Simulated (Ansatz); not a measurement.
# RPA@PBE0/cc-pVTZ run of [BCl2]+ (SMILES Cl[B+]Cl)

What is the energy change on altering one bond length of [BCl2]+ at RPA@PBE0/cc-pVTZ? 

Program for the calculation: Ansatz 0.2.0.

6 further runs of the same task are left out: 6 that didn't finish.

### 1 Starting point

The species is [BCl2]+ (3 atoms), meant as a singlet with charge +1. As SMILES, `Cl[B+]Cl`. Geometry: relaxed at PBE0-D4/def2-TZVP.

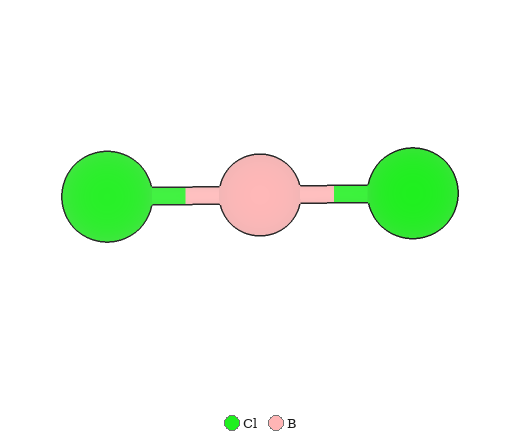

The structure, seen from a chosen angle (chlorine green, boron pink).

### 2 The energy at RPA@PBE0/cc-pVTZ

Contents of input.yaml:

```yaml
crystal:
  periodic: [false, false, false]
  atoms:
    - {symbol: Cl, position_ang: [-1.267920, 0.785680, -0.605300]}
    - {symbol: B, position_ang: [0.000010, 0.000020, 0.000000]}
    - {symbol: Cl, position_ang: [1.267910, -0.785700, 0.605290]}
basis:
  gaussian:
    orbitals: cc-pVTZ
total_charge: 1
hamiltonian:
  xc: pbe0
correlation:
  method: rpa
  frozen_orbitals: {B: 1, Cl: 5}
accuracy: high
```

Started as:

```
ansatz run input.yaml --threads 1 --pin off --max-ram 3480MiB --events-out events.jsonl --progress --plain --runs-dir runs
```

Standard output:

```text
Warning: RAYON_NUM_THREADS=1 ignored (pool sized by the plan → 1); use --threads N
Functional definition: PBE0
  name "PBE0"
  parameter a = 0.25
  parameter kappa = 0.804
  parameter beta = 0.06672455060314922
  exchange = (1 - a)*pbe_x(kappa = kappa, mu = beta*pi^2/3) + a*exact_x
  correlation = pbe_c(beta = beta)
1391 factors; integrals over basis functions are off by at most 3.8e-9 eV
mean field evaluation 1: about -25704.9194 eV, gradient 2.4e1 eV
mean field evaluation 2: about -25705.1563 eV, gradient 2.4e1 eV
mean field evaluation 4: about -25706.3169 eV, gradient 3.5e0 eV
mean field evaluation 8: about -25706.3527 eV, gradient 9.5e-3 eV
mean field evaluation 16: about -25706.3527 eV, gradient 2.1e-6 eV
mean field -25706.35269908 eV, -944.6910372995 hartree, gradient 8.1e-8 eV, S^2 0.000000; 0 other end points of the search recorded, 0 dependent functions left out
11 core orbitals not correlated: weight in the atoms' cores, before any rotation towards them, 1.000 or more for the frozen orbitals, at most 0.000 for the correlated occupied ones
reference -25673.16350667 eV, -943.4713569747 hartree; 8, 8 occupied and 79, 79 virtual orbitals, 1391 factors
Total energy: -25691.24004834 eV, -944.1356576285 hartree
```

It took 4.2 s on 1 thread of Intel Xeon 6975P-C (Granite Rapids), shared host; peak memory 0.24 GiB.

### 3 The distorted shape at the same level

Contents of molecule.yaml:

```yaml
crystal:
  periodic: [false, false, false]
  atoms:
    - {symbol: Cl, position_ang: [-2.282276, 1.414278, -1.089549]}
    - {symbol: B, position_ang: [-1.014346, 0.628618, -0.484249]}
    - {symbol: Cl, position_ang: [1.267910, -0.785700, 0.605290]}
basis:
  gaussian:
    orbitals: cc-pVTZ
total_charge: 1
hamiltonian:
  xc: pbe0
correlation:
  method: rpa
  frozen_orbitals: {B: 1, Cl: 5}
accuracy: high
```

Started as:

```
ansatz run molecule.yaml --threads 1 --pin off --max-ram 3480MiB --events-out events.jsonl --progress --plain --runs-dir runs
```

Standard output (excerpt; [...] marks lines left out):

```text
Warning: RAYON_NUM_THREADS=1 ignored (pool sized by the plan → 1); use --threads N
Functional definition: PBE0
  name "PBE0"
[...]
1372 factors; integrals over basis functions are off by at most 3.6e-9 eV
[...]
mean field -25700.46444360 eV, -944.4746479017 hartree, gradient 5.7e-8 eV, S^2 0.000000; 1 other end points of the search recorded, 0 dependent functions left out; unrestricted orbitals would lower it
[...]
unrestricted determinant -25669.11847228 eV, -943.3227047028 hartree, S^2 0.9138
11 core orbitals not correlated: weight in the atoms' cores, before any rotation towards them, 1.000 or more for the frozen orbitals, at most 0.000 for the correlated occupied ones
reference -25666.83181019 eV, -943.2386714209 hartree; 8, 8 occupied and 79, 79 virtual orbitals, 1372 factors
Total energy: -25685.84258133 eV, -943.9373043743 hartree
```

Run time: 7.8 s. Hardware: 1 thread of Intel Xeon 6975P-C (Granite Rapids), shared host; peak memory 0.31 GiB.

### 4 What came out

Level: RPA@PBE0/cc-pVTZ, 11 core orbitals frozen.

```
                                                          quantity          value
                                         first shape: total energy  -944.13566 Eh
                     first shape: RPA correlation energy (valence)     -664.3 mEh
                                     distorted shape: total energy  -943.93730 Eh
                 distorted shape: RPA correlation energy (valence)     -698.6 mEh
energy change with the B2–Cl3 bond stretched from 1.610 to 2.898 Å       5.397 eV
```

**Reading.** With the B2–Cl3 bond stretched from 1.610 to 2.898 Å the energy rises by 5.40 eV (521 kJ/mol). The first shape isn't relaxed at this level, so the change isn't measured from a minimum. The restricted solution (distorted shape) is unstable to spin breaking: an unrestricted one lies lower.
